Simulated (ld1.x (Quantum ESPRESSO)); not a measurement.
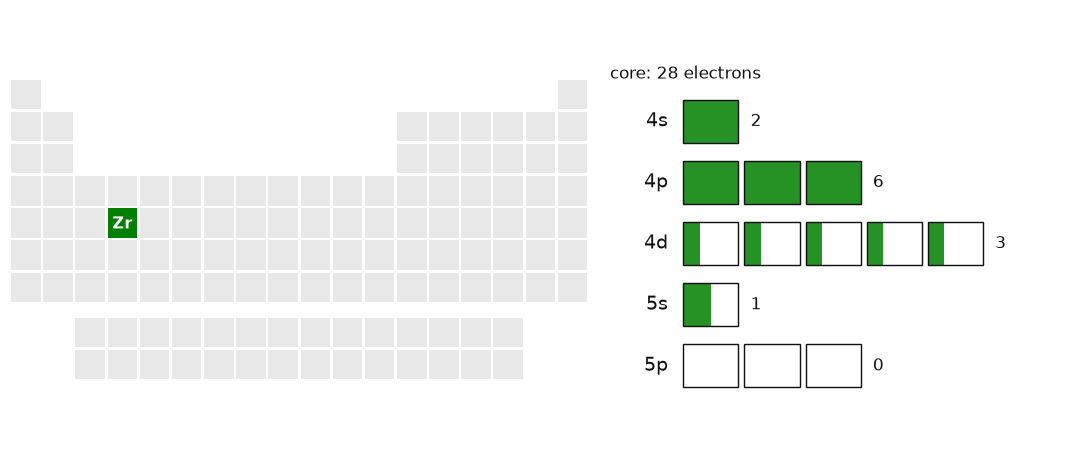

Left, the place of zirconium in the periodic table; right, the valence shells of the reference configuration: a box for each of the 2l + 1 orbitals, shaded by the share of the shell that is filled, with the electron count at the right.

Pseudopotential generation for Zr (part 1 of 2)

- system: zirconium (Zr, Z = 40), core [Ar] 3d10, reference valence 4s2 4p6 4d3 5s1 5p0, valence charge 12.
- method: RRKJ potential, PBE, fully relativistic, made with ld1.x (Quantum ESPRESSO) 7.5

Input file:
```
 &input
   title='Zr', zed=40., rel=2, dft='PBE', iswitch=3,
   config='[Kr] 4d3 5s1 5p0', rel_dist='average',
   nld=5, rlderiv=2.90, eminld=-6.0, emaxld=5.0, deld=0.02
 /
 &inputp
   pseudotype=2, tm=.false., rho0=0.01, lloc=2,
   nlcc=.true., new_core_ps=.true., rcore=1.40,
   file_pseudopw='Zr.UPF', file_wfcaegen='ae.wfc', file_wfcncgen='nc.wfc', file_beta='beta', file_chi='chi'
 /
3
4S  1  0   2.00   0.00  1.20  1.20  0.0
4P  2  1   6.00   0.00  2.30  2.30  0.0
4D  3  2   3.00   0.00  2.65  2.65  0.0
 &test
   configts(1)='4s2 4p6 4d3 5s1 5p0'
 /
```

Input of the test run:
```
 &input
   title='Zr', zed=40., rel=2, dft='PBE', iswitch=2,
   config='[Kr] 4d3 5s1 5p0', rel_dist='average'
 /
 &test
   file_pseudo='Zr.UPF', nconf=8,
   configts(1)='4s2 4p6 4d3 5s1 5p0',
   configts(2)='4s2 4p6 4d2 5s2 5p0',
   configts(3)='4s2 4p6 4d2 5s1 5p0',
   configts(4)='4s2 4p6 4d2 5s0 5p0',
   configts(5)='4s2 4p6 4d3 5s0 5p0',
   configts(6)='4s2 4p5 4d2 5s2 5p0',
   configts(7)='4s2 4p6 4d2 5s1.5 5p0',
   configts(8)='4s2 4p6 4d2 5s0 5p2'
 /
```

Command:
```bash
ld1.x < Zr.in > Zr.out
```

The program's output:
```
     Program LD1 v.7.5
     --------------------------- All-electron run ----------------------------

     Zr
     dirac relativistic calculation

     atomic number is 40.00
     dft =PBE   lsd =0 sic =0 latt =0  beta=0.20 tr2=1.0E-14
     Exchange-correlation= PBE
                           (   1   4   3   4   0   0   0)
     mesh =1225 r(mesh) = 100.59681 a.u. xmin = -7.00 dx = 0.01250
     1 Ry =  13.60569312 eV, c = 137.03599908

     n l j   nl                  e(Ry)          e(Ha)          e(eV)
     Spin orbit split results
     1 0 0.5 1S 1( 2.00)     -1309.3926      -654.6963    -17815.1938
     2 0 0.5 2S 1( 2.00)      -181.2513       -90.6256     -2466.0489
     2 1 0.5 2P 1( 2.00)      -165.8999       -82.9499     -2257.1825
     2 1 1.5 2P 1( 4.00)      -159.5892       -79.7946     -2171.3210
     3 0 0.5 3S 1( 2.00)       -29.5706       -14.7853      -402.3285
     3 1 0.5 3P 1( 2.00)       -23.8559       -11.9279      -324.5757
     3 1 1.5 3P 1( 4.00)       -22.8513       -11.4257      -310.9080
     4 0 0.5 4S 1( 2.00)        -3.8511        -1.9256       -52.3970
     4 1 0.5 4P 1( 2.00)        -2.3292        -1.1646       -31.6906
     4 1 1.5 4P 1( 4.00)        -2.2008        -1.1004       -29.9434
     3 2 1.5 3D 1( 4.00)       -12.7784        -6.3892      -173.8586
     3 2 2.5 3D 1( 6.00)       -12.5949        -6.2974      -171.3621
     4 2 1.5 4D 1( 1.20)        -0.1765        -0.0883        -2.4016
     4 2 2.5 4D 1( 1.80)        -0.1683        -0.0842        -2.2903
     5 0 0.5 5S 1( 1.00)        -0.2824        -0.1412        -3.8419
     5 1 0.5 5P 1( 0.00)        -0.0903        -0.0451        -1.2283
     5 1 1.5 5P 1( 0.00)        -0.0846        -0.0423        -1.1506
     Averaged results
     1 0     1S 1( 2.00)     -1309.3926      -654.6963    -17815.1938
     2 0     2S 1( 2.00)      -181.2513       -90.6256     -2466.0489
     2 1     2P 1( 6.00)      -161.6927       -80.8464     -2199.9415
     3 0     3S 1( 2.00)       -29.5706       -14.7853      -402.3285
     3 1     3P 1( 6.00)       -23.1862       -11.5931      -315.4639
     4 0     4S 1( 2.00)        -3.8511        -1.9256       -52.3970
     4 1     4P 1( 6.00)        -2.2436        -1.1218       -30.5258
     3 2     3D 1(10.00)       -12.6683        -6.3341      -172.3607
     4 2     4D 1( 3.00)        -0.1716        -0.0858        -2.3348
     5 0     5S 1( 1.00)        -0.2824        -0.1412        -3.8419
     5 1     5P 1( 0.00)        -0.0865        -0.0432        -1.1765

     final scf error:  2.1E-15 reached in  33 iterations

     Etot =   -7197.829356 Ry,   -3598.914678 Ha,  -97931.457375 eV

     Ekin =    7438.389891 Ry,    3719.194945 Ha,  101204.450185 eV
     Encl =  -17376.498418 Ry,   -8688.249209 Ha, -236419.305029 eV
     Eh   =    2968.631082 Ry,    1484.315541 Ha,   40390.283492 eV
     Exc  =    -228.351911 Ry,    -114.175955 Ha,   -3106.886024 eV

     normalization and overlap integrals

     s(1S/1S) =  1.000000  <r> =   0.0371  <r2> =    0.0019  r(max) =   0.0241
     s(2S/2S) =  1.000000  <r> =   0.1623  <r2> =    0.0311  r(max) =   0.1368
     s(2P/2P) =  1.000000  <r> =   0.1387  <r2> =    0.0236  r(max) =   0.1066
     s(2P/2P) =  1.000000  <r> =   0.1430  <r2> =    0.0250  r(max) =   0.1107
     s(3S/3S) =  1.000000  <r> =   0.4583  <r2> =    0.2409  r(max) =   0.4060
     s(3P/3P) =  1.000000  <r> =   0.4549  <r2> =    0.2414  r(max) =   0.3960
     s(3P/3P) =  1.000000  <r> =   0.4654  <r2> =    0.2525  r(max) =   0.4060
     s(4S/4S) =  1.000000  <r> =   1.2173  <r2> =    1.6825  r(max) =   1.0764
     s(4P/4P) =  1.000000  <r> =   1.3572  <r2> =    2.1184  r(max) =   1.1602
     s(4P/4P) =  1.000000  <r> =   1.3893  <r2> =    2.2209  r(max) =   1.1896
     s(3D/3D) =  1.000000  <r> =   0.4505  <r2> =    0.2456  r(max) =   0.3451
     s(3D/3D) =  1.000000  <r> =   0.4540  <r2> =    0.2493  r(max) =   0.3495
     s(4D/4D) =  1.000000  <r> =   2.4949  <r2> =    8.0365  r(max) =   1.6260
     s(4D/4D) =  1.000000  <r> =   2.5356  <r2> =    8.3190  r(max) =   1.6464
     s(5S/5S) =  1.000000  <r> =   3.8992  <r2> =   17.4605  r(max) =   3.2337
     s(5P/5P) =  1.000000  <r> =   5.5159  <r2> =   35.6706  r(max) =   4.3650
     s(5P/5P) =  1.000000  <r> =   5.6639  <r2> =   37.6026  r(max) =   4.4755

     ------------------------ End of All-electron run ------------------------

     --------------------- Generating NC pseudopotential ---------------------

      Generating local pot.: lloc=2, j= 1.50, matching radius rcloc =   2.6500

      Generating local pot.: lloc=2, j= 2.50, matching radius rcloc =   2.6500

      Computing core charge for nlcc:

       r > 1.42 : true rho core
      Core charge pseudized with two Bessel functions
      Integrated core pseudo-charge :   2.25

     Fully relativistic calculation: |psi|^2

     Wfc 4S LC norm =  0.99976680 SC norm =  0.00023315 missing  0.00000004

     Wfc 4P LC norm =  0.99981037 SC norm =  0.00018956 missing  0.00000007

     Wfc 4P LC norm =  0.99981786 SC norm =  0.00018188 missing  0.00000026

      Wfc   4S  rcut= 1.205  Estimated cut-off energy=       32.18 Ry
      Using 4 Bessel functions for this wfc, rho(0) = 0.010
      This function has    0 nodes for 0 < r <    1.205

      Wfc   4P  rcut= 2.307  Estimated cut-off energy=       34.74 Ry
      This function has    0 nodes for 0 < r <    2.307

      Wfc   4P  rcut= 2.307  Estimated cut-off energy=       34.66 Ry
      This function has    0 nodes for 0 < r <    2.307

     ------------------- End of pseudopotential generation -------------------

     --------------------------- All-electron run ----------------------------

     Zr
     dirac relativistic calculation

     atomic number is 40.00
     dft =PBE   lsd =0 sic =0 latt =0  beta=0.20 tr2=1.0E-14
     Exchange-correlation= PBE
                           (   1   4   3   4   0   0   0)
     mesh =1225 r(mesh) = 100.59681 a.u. xmin = -7.00 dx = 0.01250
     1 Ry =  13.60569312 eV, c = 137.03599908

     n l j   nl                  e(Ry)          e(Ha)          e(eV)
     Spin orbit split results
     1 0 0.5 1S 1( 2.00)     -1309.3926      -654.6963    -17815.1938
     2 0 0.5 2S 1( 2.00)      -181.2513       -90.6256     -2466.0489
     2 1 0.5 2P 1( 2.00)      -165.8999       -82.9499     -2257.1825
     2 1 1.5 2P 1( 4.00)      -159.5892       -79.7946     -2171.3210
     3 0 0.5 3S 1( 2.00)       -29.5706       -14.7853      -402.3285
     3 1 0.5 3P 1( 2.00)       -23.8559       -11.9279      -324.5757
     3 1 1.5 3P 1( 4.00)       -22.8513       -11.4257      -310.9080
     4 0 0.5 4S 1( 2.00)        -3.8511        -1.9256       -52.3970
     4 1 0.5 4P 1( 2.00)        -2.3292        -1.1646       -31.6906
     4 1 1.5 4P 1( 4.00)        -2.2008        -1.1004       -29.9434
     3 2 1.5 3D 1( 4.00)       -12.7784        -6.3892      -173.8586
     3 2 2.5 3D 1( 6.00)       -12.5949        -6.2974      -171.3621
     4 2 1.5 4D 1( 1.20)        -0.1765        -0.0883        -2.4016
     4 2 2.5 4D 1( 1.80)        -0.1683        -0.0842        -2.2903
     5 0 0.5 5S 1( 1.00)        -0.2824        -0.1412        -3.8419
     5 1 0.5 5P 1( 0.00)        -0.0903        -0.0451        -1.2283
     5 1 1.5 5P 1( 0.00)        -0.0846        -0.0423        -1.1506
     Averaged results
     1 0     1S 1( 2.00)     -1309.3926      -654.6963    -17815.1938
     2 0     2S 1( 2.00)      -181.2513       -90.6256     -2466.0489
     2 1     2P 1( 6.00)      -161.6927       -80.8464     -2199.9415
     3 0     3S 1( 2.00)       -29.5706       -14.7853      -402.3285
     3 1     3P 1( 6.00)       -23.1862       -11.5931      -315.4639
     4 0     4S 1( 2.00)        -3.8511        -1.9256       -52.3970
     4 1     4P 1( 6.00)        -2.2436        -1.1218       -30.5258
     3 2     3D 1(10.00)       -12.6683        -6.3341      -172.3607
     4 2     4D 1( 3.00)        -0.1716        -0.0858        -2.3348
     5 0     5S 1( 1.00)        -0.2824        -0.1412        -3.8419
     5 1     5P 1( 0.00)        -0.0865        -0.0432        -1.1765

     final scf error:  2.1E-15 reached in  33 iterations

     Etot =   -7197.829356 Ry,   -3598.914678 Ha,  -97931.457375 eV

     Ekin =    7438.389891 Ry,    3719.194945 Ha,  101204.450185 eV
     Encl =  -17376.498418 Ry,   -8688.249209 Ha, -236419.305029 eV
     Eh   =    2968.631082 Ry,    1484.315541 Ha,   40390.283492 eV
     Exc  =    -228.351911 Ry,    -114.175955 Ha,   -3106.886024 eV

     normalization and overlap integrals

     s(1S/1S) =  1.000000  <r> =   0.0371  <r2> =    0.0019  r(max) =   0.0241
     s(2S/2S) =  1.000000  <r> =   0.1623  <r2> =    0.0311  r(max) =   0.1368
     s(2P/2P) =  1.000000  <r> =   0.1387  <r2> =    0.0236  r(max) =   0.1066
     s(2P/2P) =  1.000000  <r> =   0.1430  <r2> =    0.0250  r(max) =   0.1107
     s(3S/3S) =  1.000000  <r> =   0.4583  <r2> =    0.2409  r(max) =   0.4060
     s(3P/3P) =  1.000000  <r> =   0.4549  <r2> =    0.2414  r(max) =   0.3960
     s(3P/3P) =  1.000000  <r> =   0.4654  <r2> =    0.2525  r(max) =   0.4060
     s(4S/4S) =  1.000000  <r> =   1.2173  <r2> =    1.6825  r(max) =   1.0764
     s(4P/4P) =  1.000000  <r> =   1.3572  <r2> =    2.1184  r(max) =   1.1602
     s(4P/4P) =  1.000000  <r> =   1.3893  <r2> =    2.2209  r(max) =   1.1896
     s(3D/3D) =  1.000000  <r> =   0.4505  <r2> =    0.2456  r(max) =   0.3451
     s(3D/3D) =  1.000000  <r> =   0.4540  <r2> =    0.2493  r(max) =   0.3495
     s(4D/4D) =  1.000000  <r> =   2.4949  <r2> =    8.0365  r(max) =   1.6260
     s(4D/4D) =  1.000000  <r> =   2.5356  <r2> =    8.3190  r(max) =   1.6464
     s(5S/5S) =  1.000000  <r> =   3.8992  <r2> =   17.4605  r(max) =   3.2337
     s(5P/5P) =  1.000000  <r> =   5.5159  <r2> =   35.6706  r(max) =   4.3650
     s(5P/5P) =  1.000000  <r> =   5.6639  <r2> =   37.6026  r(max) =   4.4755

     ------------------------ End of All-electron run ------------------------

     Computing logarithmic derivative in   2.90778
     Message from routine compute phi:
     negative determinant

      ld=  -0.178948 f2ae -0.090514 faenor  0.559338
     Computing logarithmic derivative in   2.90778
     Computing the partial wave expansion
     R is outside the sphere for l=    0 j= 0.50
     R is outside the sphere for l=    1 j= 0.50
     R is outside the sphere for l=    1 j= 1.50
       no projector for channel:   2
       no projector for channel:   2

     ---------------------- Testing the pseudopotential ----------------------

     Zr
     dirac relativistic calculation

     atomic number is 40.00   valence charge is 12.00
     dft =PBE   lsd =0 sic =0 latt =0  beta=0.20 tr2=1.0E-14
     mesh =1225 r(mesh) = 100.59681 xmin = -7.00 dx = 0.01250

     n l  j  nl             e AE (Ry)       e PS (Ry)    De AE-PS (Ry)
     1 0 0.5 4S   1( 2.00)       -3.85111       -3.85111       -0.00000
     2 1 0.5 4P   1( 2.00)       -2.32922       -2.32922       -0.00000
     2 1 1.5 4P   1( 4.00)       -2.20080       -2.20080       -0.00000
     3 2 1.5 4D   1( 1.20)       -0.17651       -0.17157       -0.00495
     3 2 2.5 4D   1( 1.80)       -0.16833       -0.17157        0.00323
     2 0 0.5 5S   1( 1.00)       -0.28238       -0.27946       -0.00292
     3 1 0.5 5P   1( 0.00)       -0.09028       -0.08956       -0.00072
     3 1 1.5 5P   1( 0.00)       -0.08457       -0.08405       -0.00052

     eps = 3.1E-15  iter = 17

     Etot =   -7197.829356 Ry,   -3598.914678 Ha,  -97931.457375 eV
     Etotps =   -95.687310 Ry,     -47.843655 Ha,   -1301.892175 eV

     Ekin =      29.689925 Ry,      14.844962 Ha,     403.952008 eV
     Encl =    -188.913672 Ry,     -94.456836 Ha,   -2570.301451 eV
     Ehrt =      75.089288 Ry,      37.544644 Ha,    1021.641808 eV
     Ecxc =     -14.175239 Ry,      -7.087620 Ha,    -192.863958 eV
     (Ecc =      -1.630566 Ry,      -0.815283 Ha,     -22.184983 eV)
     Epseu=       2.622389 Ry,       1.311194 Ha,      35.679418 eV

     ---------------------- End of pseudopotential test ----------------------
```

Output of the test run (extracts):
```
     ---------------------- Testing the pseudopotential ----------------------

     Zr
     dirac relativistic calculation

     atomic number is 40.00   valence charge is 12.00
     dft =PBE   lsd =0 sic =0 latt =0  beta=0.20 tr2=1.0E-14
     mesh =1225 r(mesh) = 100.59681 xmin = -7.00 dx = 0.01250

     n l  j  nl             e AE (Ry)       e PS (Ry)    De AE-PS (Ry)
     1 0 0.5 4S   1( 2.00)       -3.85111       -3.85111       -0.00000
     2 1 0.5 4P   1( 2.00)       -2.32922       -2.32922       -0.00000
     2 1 1.5 4P   1( 4.00)       -2.20080       -2.20080       -0.00000
     3 2 1.5 4D   1( 1.20)       -0.17651       -0.17157       -0.00495
     3 2 2.5 4D   1( 1.80)       -0.16833       -0.17157        0.00323
     2 0 0.5 5S   1( 1.00)       -0.28238       -0.27946       -0.00292
     3 1 0.5 5P   1( 0.00)       -0.09028       -0.08956       -0.00072
     3 1 1.5 5P   1( 0.00)       -0.08457       -0.08405       -0.00052

     eps = 8.5E-15  iter = 19

     Etot =   -7197.829356 Ry,   -3598.914678 Ha,  -97931.457375 eV
     Etotps =   -95.687311 Ry,     -47.843656 Ha,   -1301.892190 eV

     Ekin =      29.689924 Ry,      14.844962 Ha,     403.952000 eV
     Encl =    -188.913674 Ry,     -94.456837 Ha,   -2570.301474 eV
     Ehrt =      75.089289 Ry,      37.544645 Ha,    1021.641827 eV
     Ecxc =     -14.175240 Ry,      -7.087620 Ha,    -192.863960 eV
     (Ecc =      -1.630566 Ry,      -0.815283 Ha,     -22.184983 eV)
     Epseu=       2.622389 Ry,       1.311194 Ha,      35.679417 eV

     ---------------------- End of pseudopotential test ----------------------

     ---------------------- Testing the pseudopotential ----------------------

     Zr
     dirac relativistic calculation

     atomic number is 40.00   valence charge is 12.00
     dft =PBE   lsd =0 sic =0 latt =0  beta=0.20 tr2=1.0E-14
     mesh =1225 r(mesh) = 100.59681 xmin = -7.00 dx = 0.01250

     n l  j  nl             e AE (Ry)       e PS (Ry)    De AE-PS (Ry)
     1 0 0.5 4S   1( 2.00)       -4.00421       -3.99992       -0.00429
     2 1 0.5 4P   1( 2.00)       -2.47383       -2.46988       -0.00394
     2 1 1.5 4P   1( 4.00)       -2.34347       -2.33984       -0.00363
     3 2 1.5 4D   1( 0.80)       -0.27026       -0.26222       -0.00803  !
     3 2 2.5 4D   1( 1.20)       -0.26078       -0.26222        0.00144
     2 0 0.5 5S   1( 2.00)       -0.32624       -0.32033       -0.00591  !
     3 1 0.5 5P   1( 0.00)       -0.11290       -0.10963       -0.00327
     3 1 1.5 5P   1( 0.00)       -0.10573       -0.10279       -0.00294

     eps = 7.6E-15  iter = 28

     Etot =   -7197.917214 Ry,   -3598.958607 Ha,  -97932.652734 eV
     Etotps =   -95.771869 Ry,     -47.885935 Ha,   -1303.042664 eV
     dEtot_ae =      -0.087857 Ry
     dEtot_ps =      -0.084558 Ry,   Delta E=      -0.003299 Ry

     Ekin =      28.856343 Ry,      14.428172 Ha,     392.610549 eV
     Encl =    -186.931893 Ry,     -93.465947 Ha,   -2543.337977 eV
     Ehrt =      73.595586 Ry,      36.797793 Ha,    1001.318952 eV
     Ecxc =     -13.995939 Ry,      -6.997969 Ha,    -190.424450 eV
     (Ecc =      -1.630566 Ry,      -0.815283 Ha,     -22.184983 eV)
     Epseu=       2.704034 Ry,       1.352017 Ha,      36.790263 eV

     ---------------------- End of pseudopotential test ----------------------

     ---------------------- Testing the pseudopotential ----------------------

     Zr
     dirac relativistic calculation

     atomic number is 40.00   valence charge is 12.00
     dft =PBE   lsd =0 sic =0 latt =0  beta=0.20 tr2=1.0E-14
     mesh =1225 r(mesh) = 100.59681 xmin = -7.00 dx = 0.01250

     n l  j  nl             e AE (Ry)       e PS (Ry)    De AE-PS (Ry)
     1 0 0.5 4S   1( 2.00)       -4.49471       -4.49713        0.00242
     2 1 0.5 4P   1( 2.00)       -2.96467       -2.96714        0.00247
     2 1 1.5 4P   1( 4.00)       -2.83435       -2.83699        0.00264
     3 2 1.5 4D   1( 0.80)       -0.73989       -0.73796       -0.00192
     3 2 2.5 4D   1( 1.20)       -0.72951       -0.73796        0.00846  !
     2 0 0.5 5S   1( 1.00)       -0.73080       -0.73664        0.00584  !
     3 1 0.5 5P   1( 0.00)       -0.46813       -0.47753        0.00940  !
     3 1 1.5 5P   1( 0.00)       -0.45647       -0.46634        0.00987  !

     eps = 6.6E-15  iter = 18

     Etot =   -7197.392637 Ry,   -3598.696318 Ha,  -97925.515499 eV
     Etotps =   -95.247906 Ry,     -47.623953 Ha,   -1295.913777 eV
     dEtot_ae =       0.436720 Ry
     dEtot_ps =       0.439405 Ry,   Delta E=      -0.002685 Ry

     Ekin =      28.783750 Ry,      14.391875 Ha,     391.622867 eV
     Encl =    -181.038716 Ry,     -90.519358 Ha,   -2463.157209 eV
     Ehrt =      67.974127 Ry,      33.987063 Ha,     924.835108 eV
     Ecxc =     -13.639356 Ry,      -6.819678 Ha,    -185.572888 eV
     (Ecc =      -1.630566 Ry,      -0.815283 Ha,     -22.184983 eV)
     Epseu=       2.672289 Ry,       1.336145 Ha,      36.358344 eV

     ---------------------- End of pseudopotential test ----------------------

     ---------------------- Testing the pseudopotential ----------------------

     Zr
     dirac relativistic calculation

     atomic number is 40.00   valence charge is 12.00
     dft =PBE   lsd =0 sic =0 latt =0  beta=0.20 tr2=1.0E-14
     mesh =1225 r(mesh) = 100.59681 xmin = -7.00 dx = 0.01250

     n l  j  nl             e AE (Ry)       e PS (Ry)    De AE-PS (Ry)
     1 0 0.5 4S   1( 2.00)       -5.06851       -5.07710        0.00859  !
     2 1 0.5 4P   1( 2.00)       -3.53661       -3.54542        0.00881  !
     2 1 1.5 4P   1( 4.00)       -3.40581       -3.41471        0.00891  !
     3 2 1.5 4D   1( 0.80)       -1.27825       -1.28285        0.00459
     3 2 2.5 4D   1( 1.20)       -1.26684       -1.28285        0.01601  !
     2 0 0.5 5S   1( 0.00)       -1.17863       -1.19768        0.01905  !
     3 1 0.5 5P   1( 0.00)       -0.86860       -0.89538        0.02678  !
     3 1 1.5 5P   1( 0.00)       -0.85227       -0.88012        0.02785  !

     eps = 1.0E-15  iter = 12

     Etot =   -7196.441559 Ry,   -3598.220779 Ha,  -97912.575424 eV
     Etotps =   -94.283877 Ry,     -47.141939 Ha,   -1282.797497 eV
     dEtot_ae =       1.387798 Ry
     dEtot_ps =       1.403434 Ry,   Delta E=      -0.015636 Ry

     Ekin =      28.515049 Ry,      14.257524 Ha,     387.967000 eV
     Encl =    -174.135740 Ry,     -87.067870 Ha,   -2369.237434 eV
     Ehrt =      61.958518 Ry,      30.979259 Ha,     842.988588 eV
     Ecxc =     -13.248295 Ry,      -6.624147 Ha,    -180.252231 eV
     (Ecc =      -1.630566 Ry,      -0.815283 Ha,     -22.184983 eV)
     Epseu=       2.626590 Ry,       1.313295 Ha,      35.736580 eV

     ---------------------- End of pseudopotential test ----------------------
```

(Continued in part 2.) Outcome of the run: generated; no spin-orbit splitting in 4d.
